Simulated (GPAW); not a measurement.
Consider BaNi2P4 (I4/mmm).

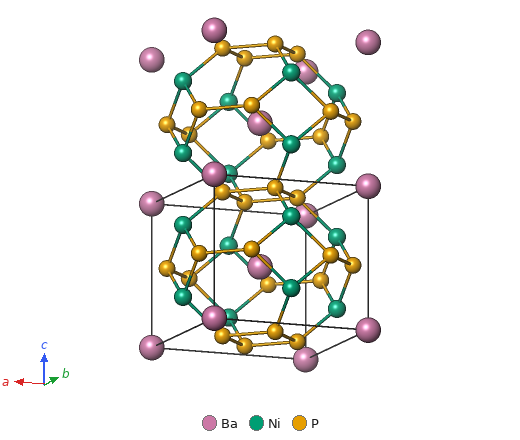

The structure (barium pink, nickel teal, phosphorus orange). 1×1×2 conventional cells are drawn. Some periodic images of atoms are drawn too.

```xyz
7
Lattice="-3.2657 3.2657 2.8824 3.2657 -3.2657 2.8824 3.2657 3.2657 -2.8824" Properties=species:S:1:pos:R:3 pbc="T T T"
Ba    0.0000    0.0000    0.0000
Ni    0.0000    3.2657    1.4412
Ni    3.2657    0.0000    1.4412
P     3.2657    1.6795    0.0000
P     1.6795    3.2657    0.0000
P     1.5862    0.0000    2.8824
P     0.0000    1.5862    2.8824
```

Absorber: atom 2, with 4 P at 2.21 Å (distorted tetrahedral, site symmetry -4m2). Method: GPAW, LDA, excited-electron core hole (neutral cell), 7-atom cell with 5.4 Å between holes, 6×6×6 k points, dipole transitions, Gaussian full width 1.44 eV up to 4 eV, rising linearly to 3.5 eV at 25 eV.

Where do the maxima of the Ni K edge fall?

Main maxima up to 30 eV above the zero (height): 7.4 eV (1.20), 10.9 eV (1.28), 18.6 eV (1.27) and 28.9 eV (1.29). A K edge sees empty p states, which here mix into the lowest empty bands, so that weight starts at the zero. The total-energy difference is 8312.18 eV. The tabulated edge of the element is 8333 eV. The functional leaves an error in such absolute values: in the free atom LDA prices this hole 17.6 eV below PBE (computed apart), and PBE is itself good to a few eV.

The Ni K spectrum (energy from the lowest empty level; intensity scaled to a mean of 1 over the first 20 eV; polarised curves are means over the symmetry-equivalent atoms):

```
E (eV)  isotropic  ε ⊥ c  ε ∥ c
  -2.0       0.00   0.00   0.00
  -0.5       0.07   0.07   0.07
   1.0       0.27   0.23   0.37
   2.5       0.53   0.46   0.66
   4.0       0.75   0.63   1.01
   5.5       0.88   0.78   1.08
   7.0       1.19   1.29   0.99
   8.5       1.16   1.25   0.98
  10.0       1.24   1.23   1.27
  11.5       1.27   1.31   1.20
  13.0       1.18   1.20   1.14
  14.5       1.01   1.02   0.98
  16.0       1.10   1.11   1.06
  17.5       1.24   1.32   1.07
  19.0       1.27   1.35   1.12
  20.5       1.25   1.29   1.18
  22.0       1.24   1.23   1.28
  23.5       1.20   1.15   1.31
  25.0       1.15   1.11   1.25
  26.5       1.19   1.12   1.32
  28.0       1.27   1.14   1.52
  29.5       1.28   1.16   1.52
  31.0       1.23   1.17   1.36
```

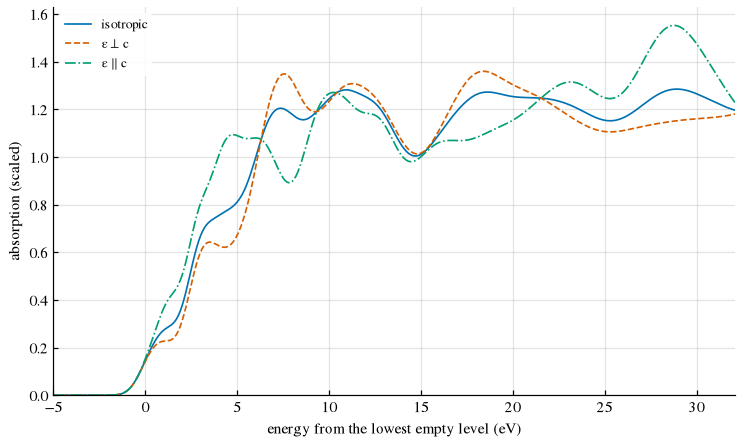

The Ni K edge.

The hole lies in one spin channel, while the script sums the empty states of both and takes the lower zero; where the two channels are split, this blurs and shifts the curve. Quadrupole 1s→3d transitions, which feed the pre-edge, are not in the dipole spectrum. The starting moments shrank to 0.00 μB or less, so this is hardly a magnetic state. The holes are only 5.4 Å apart, so the shape is probably not converged with cell size; no larger cell was run here. Lifetime broadening is put in by hand, and intensities beyond about 20 eV depend on it and on the partial waves. The structure is a computed Materials Project entry and may be a hypothetical form.

[Banner, clock and machine lines of the logs are left out without a mark of their own.]

[Logs are printed without paths, hosts, clocks, repeated set-up lines and the standing remarks that a program may print on its own settings, such as how far it seeks lower states.]

[Hosts, paths, dates, database ids (printed as entryN), source tags and the programs' standing remarks are cut or masked in the printed files.]

[Lists of maxima count a maximum above −3 eV only where it reaches 4 % of the highest in the window and stands out from its surroundings by 2 % of it (1.5 % where it reaches 55 %); shoulders and weaker maxima are passed over, and of the rest the first, up to two pre-edge ones and the few strongest are named.]
